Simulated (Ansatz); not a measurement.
**CAM-B3LYP/def2-SVP run of C2H3ClSi (SMILES ClC1=C[SiH2]1)**

What is the electronic atomisation energy of C2H3ClSi at CAM-B3LYP/def2-SVP? 

Program for the calculation: Ansatz 0.2.0.

57 further runs of the same task are left out: 57 set aside as unsound or not needed.

## (1) The molecule

C2H3ClSi: 7 atoms, total charge 0, spin state singlet. As SMILES, `ClC1=C[SiH2]1`. Geometry: relaxed at PBE0-D4/def2-TZVP.

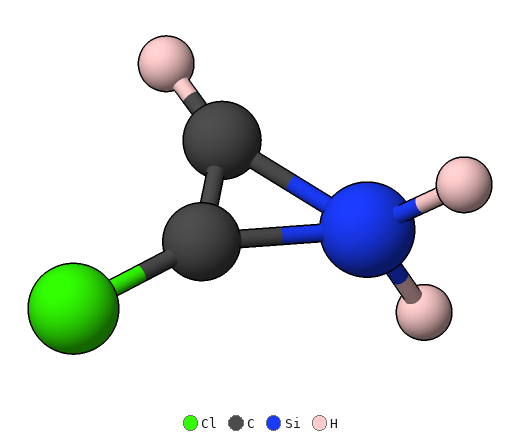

The structure, seen from a chosen angle (chlorine green, carbon dark grey, silicon blue, hydrogen pink).

## (2) The energy at CAM-B3LYP/def2-SVP

File input.yaml:

```yaml
crystal:
  periodic: [false, false, false]
  atoms:
    - {symbol: Cl, position_ang: [-1.169200, -2.293300, 0.411500]}
    - {symbol: C, position_ang: [-0.358000, -0.819900, 0.163200]}
    - {symbol: C, position_ang: [0.836800, -0.330000, 0.466700]}
    - {symbol: Si, position_ang: [-0.185900, 0.871600, -0.438900]}
    - {symbol: H, position_ang: [1.727500, -0.673800, 0.975600]}
    - {symbol: H, position_ang: [-0.837800, 2.011300, 0.248800]}
    - {symbol: H, position_ang: [0.047800, 1.166200, -1.872600]}
basis:
  gaussian: {orbitals: def2-SVP}
hamiltonian: {xc: {name: CAM-B3LYP}}
accuracy: high
output: {orbitals: {seedname: orbitals}}
```

Launch:

```
$ ansatz run input.yaml --threads 1 --pin off --max-ram 3480MiB --events-out events.jsonl --progress --plain --runs-dir runs
```

The log of the run:

```text
Warning: RAYON_NUM_THREADS=1 ignored (pool sized by the plan → 1); use --threads N
Functional definition: CAM-B3LYP
  name "CAM-B3LYP"
  parameter alpha = 0.19
  parameter beta = 0.46
  parameter omega = 0.33/bohr
  parameter ac = 0.81
  exchange = (1 - alpha - beta)*b88_x + beta*b88_x_sr(omega) + alpha*exact_x + beta*exact_x_lr(omega)
  correlation = (1 - ac)*vwn5_c + ac*lyp_c
1684 factors; integrals over basis functions are off by at most 3.6e-9 eV
375 factors; integrals over basis functions are off by at most 1.9e-9 eV
mean field evaluation 1: about -22508.5203 eV, gradient 3.6e1 eV
mean field evaluation 2: about -22507.9172 eV, gradient 3.8e1 eV
mean field evaluation 4: about -22511.8660 eV, gradient 1.5e0 eV
mean field evaluation 8: about -22512.0097 eV, gradient 5.4e-2 eV
mean field evaluation 16: about -22512.0097 eV, gradient 9.1e-6 eV
mean field -22512.00972524 eV, -827.3010982142 hartree, gradient 8.5e-9 eV, S^2 0.000000; 0 other end points of the search recorded, 0 dependent functions left out
reference -22512.00974334 eV, -827.3010988794 hartree; 23, 23 occupied and 56, 56 virtual orbitals, 1684 factors
Total energy: -22512.00974334 eV, -827.3010988794 hartree
```

It took 6 s on 1 thread of Arm Neoverse V2, shared host; peak memory 0.27 GiB.

## (3) The C atom

File input.yaml:

```yaml
crystal:
  periodic: [false, false, false]
  atoms:
    - symbol: C
      position_ang: [0.000000, 0.000000, 0.000000]
basis:
  gaussian:
    orbitals: def2-SVP
magnetization:
  spin_polarized: true
  initial_magnetization: 2
hamiltonian:
  xc: {name: CAM-B3LYP}
accuracy: high
```

Launch:

```
$ ansatz run input.yaml --threads 1 --pin off --max-ram 3480MiB --events-out events.jsonl --progress --plain --runs-dir runs
```

The log of the run:

```text
Warning: RAYON_NUM_THREADS=1 ignored (pool sized by the plan → 1); use --threads N
[... 8 set-up lines as earlier in the session ...]
95 factors; integrals over basis functions are off by at most 1.9e-9 eV
60 factors; integrals over basis functions are off by at most 1.2e-9 eV
mean field evaluation 1: about -1028.2980 eV, gradient 3.1e0 eV
mean field evaluation 2: about -1028.3571 eV, gradient 6.0e-1 eV
mean field evaluation 4: about -1028.3601 eV, gradient 1.5e-1 eV
mean field evaluation 8: about -1028.3603 eV, gradient 7.6e-5 eV
mean field -1028.36029014 eV, -37.7915436152 hartree, gradient 2.6e-8 eV, S^2 2.002491; 0 other end points of the search recorded, 0 dependent functions left out
reference -1028.36029989 eV, -37.7915439735 hartree; 4, 2 occupied and 10, 12 virtual orbitals, 95 factors
Total energy: -1028.36029989 eV, -37.7915439735 hartree
```

Run time: 0.32 s. Hardware: 1 thread of Arm Neoverse V2, shared host.

## (4) The Cl atom

File in.yaml:

```yaml
crystal:
  periodic: [false, false, false]
  atoms:
    - {symbol: Cl, position_ang: [0.000000, 0.000000, 0.000000]}
basis:
  gaussian: {orbitals: def2-SVP}
magnetization: {spin_polarized: true, initial_magnetization: 1}
hamiltonian: {xc: {name: CAM-B3LYP}}
accuracy: high
```

Run the same way, it converges to -460.00469 Eh (log not shown).

## (5) The H atom

File in.yaml:

```yaml
crystal:
  periodic: [false, false, false]
  atoms:
    - {symbol: H, position_ang: [0.000000, 0.000000, 0.000000]}
basis:
  gaussian:
    orbitals: def2-SVP
magnetization:
  spin_polarized: true
  initial_magnetization: 1
hamiltonian:
  xc: {name: CAM-B3LYP}
accuracy: high
```

Launch:

```
$ ansatz run in.yaml --threads 1 --pin off --max-ram 3480MiB --events-out events.jsonl --progress --plain --runs-dir runs
```

The log of the run:

```text
Warning: RAYON_NUM_THREADS=1 ignored (pool sized by the plan → 1); use --threads N
[... 8 set-up lines as earlier in the session ...]
15 factors; integrals over basis functions are off by at most 8.9e-10 eV
15 factors; integrals over basis functions are off by at most 8.1e-10 eV
mean field evaluation 1: about -13.5409 eV, gradient 7.1e-1 eV
mean field evaluation 2: about -13.5417 eV, gradient 7.3e-1 eV
mean field evaluation 4: about -13.5484 eV, gradient 6.7e-5 eV
mean field evaluation 8: about -13.5484 eV, gradient 2.5e-10 eV
mean field -13.54840926 eV, -0.4978948570 hartree, gradient 1.9e-10 eV, S^2 0.750000; 0 other end points of the search recorded, 0 dependent functions left out
reference -13.54841854 eV, -0.4978951979 hartree; 1, 0 occupied and 4, 5 virtual orbitals, 15 factors
Total energy: -13.54841854 eV, -0.4978951979 hartree
```

Run time: 0.14 s. Hardware: 1 thread of Arm Neoverse V2, shared host.

## (6) The Si atom

File run.yaml:

```yaml
crystal:
  periodic: [false, false, false]
  atoms:
    - symbol: Si
      position_ang: [0.000000, 0.000000, 0.000000]
basis:
  gaussian:
    orbitals: def2-SVP
hamiltonian:
  xc: {name: CAM-B3LYP}
magnetization:
  spin_polarized: true
  initial_magnetization: 2
accuracy: high
```

Run the same way, it converges to -289.27834 Eh (log not shown).

## (7) Outcome

Level: CAM-B3LYP/def2-SVP.

```
                     quantity          value
       molecule: total energy  -827.30110 Eh
        molecule: HOMO energy       -8.96 eV
        molecule: LUMO energy        1.08 eV
      molecule: HOMO–LUMO gap       10.04 eV
         C atom: total energy   -37.79154 Eh
                 C atom: ⟨S²⟩          2.002
        Cl atom: total energy  -460.00469 Eh
                Cl atom: ⟨S²⟩          0.752
         H atom: total energy    -0.49790 Eh
                 H atom: ⟨S²⟩          0.750
        Si atom: total energy  -289.27834 Eh
                Si atom: ⟨S²⟩          2.003
electronic atomisation energy      25.614 eV
```

Taking the molecule apart into free atoms costs 25.61 eV (2471 kJ/mol), before zero-point energy and without spin-orbit coupling.
